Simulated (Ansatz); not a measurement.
**BSi (charge +1): search for lower mean-field states**

Aim: a search for lower mean-field states, for BSi (charge +1), run from a script.

All numbers are computed with Ansatz 0.2.0 through its Python package. Level of theory: Hartree-Fock/def2-SVP.

**1. Starting point**

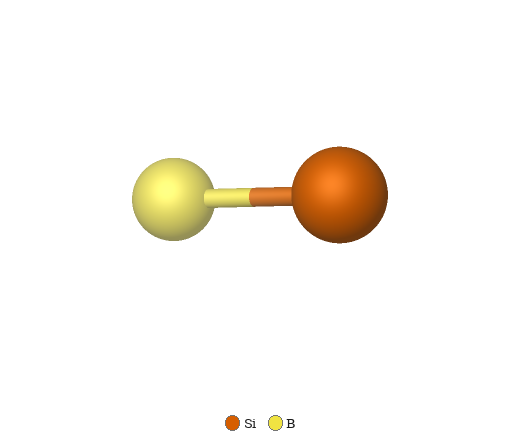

The starting structure, viewed from a chosen angle; silicon orange, boron yellow.

No structure file is read: the coordinates are typed or built in the script.

**2. The code**

bsi_states.py

```python
"""Does a wider search find a lower mean-field state of BSi(+)?"""

import logging
import sys
import warnings

import ansatz as az
import numpy as np

logging.basicConfig(stream=sys.stdout, format="%(name)s: %(message)s")
log = logging.getLogger("run")
log.setLevel(logging.INFO)

GEOMETRY = """
Si    0.00000    0.00000    0.00000
B     0.00000    0.00000    2.03000
"""

warnings.simplefilter("ignore", az.DeckWarning)

bsi = az.Crystal.molecule()
for line in GEOMETRY.strip().splitlines():
    symbol, *xyz = line.split()
    bsi = bsi.atom(symbol, [float(v) for v in xyz])
symbols = [site.symbol for site in bsi.cartesian_sites]

start = np.array([site.position_ang for site in bsi.cartesian_sites])
for factor in [1.0, 1.25, 1.6]:
    xyz = (start - start.mean(axis=0)) * factor
    scaled = az.Crystal.molecule()
    for symbol, place in zip(symbols, xyz):
        scaled = scaled.atom(symbol, place.tolist())
    job = (
        scaled.calculation()
        .basis(gaussian="def2-SVP")
        .functional("HF")
        .charge(1)
        .spin("collinear", total=2)
    )
    for search in ("off", "standard"):
        try:
            data = job.scf(lower_state_search=search).run(threads=1).report
        except az.AnsatzError as error:
            log.info(f"x{factor} search {search}: {type(error).__name__}")
            continue
        state = data["mean_field"]["state"]
        log.info(f"all distances x{factor}, search {search:8s} E = {data['free_energy_ev']:.5f} eV  <S^2> = {abs(state['spin_squared']):.3f}  other states met: {len(data['mean_field']['others'])}")
```

**3. The run**

Command:

```console
$ python bsi_states.py
```

The program printed:

```text
run: all distances x1.0, search off      E = -8518.29823 eV  <S^2> = 2.226  other states met: 0
run: all distances x1.0, search standard E = -8518.29823 eV  <S^2> = 2.226  other states met: 9
run: all distances x1.25, search off      E = -8517.95949 eV  <S^2> = 2.045  other states met: 0
run: all distances x1.25, search standard E = -8517.95949 eV  <S^2> = 2.045  other states met: 3
run: all distances x1.6, search off      E = -8517.40245 eV  <S^2> = 2.051  other states met: 0
run: all distances x1.6, search standard E = -8517.40245 eV  <S^2> = 2.051  other states met: 6
```

It took 2.3 s on 1 thread of Arm Neoverse V2, shared host; peak memory 0.14 GiB.

Lines on the test bed's own set-up are left out of the output.

**4. What each run gave**

The 6 runs, in the order started:

| run | search | energy from run 1 (eV) | <S²> | SCF cycles | CPU time (s) |
| --- | --- | --- | --- | --- | --- |
| 1 | off | 0.0000 | 2.23 | 34 | 0.16 |
| 2 | standard | 0.0000 | 2.23 | 301 | 0.69 |
| 3 | off | 0.3387 | 2.05 | 16 | 0.07 |
| 4 | standard | 0.3387 | 2.05 | 168 | 0.41 |
| 5 | off | 0.8958 | 2.05 | 16 | 0.07 |
| 6 | standard | 0.8958 | 2.05 | 209 | 0.51 |

**5. Outcome**

| quantity | value |
| --- | --- |
| lower state found by the search | none |
| runs compared | 6 |

**Reading.** The search finds no state below that of the single start. All 6 runs converged, in 16 to 301 cycles. The count of other states can hold repeated and symmetry-equivalent ends of the search; scaling all distances is a test, and for more than two atoms no physical path. The species is open-shell (spin multiplicity 3). The spin state was assumed, and another may lie lower.
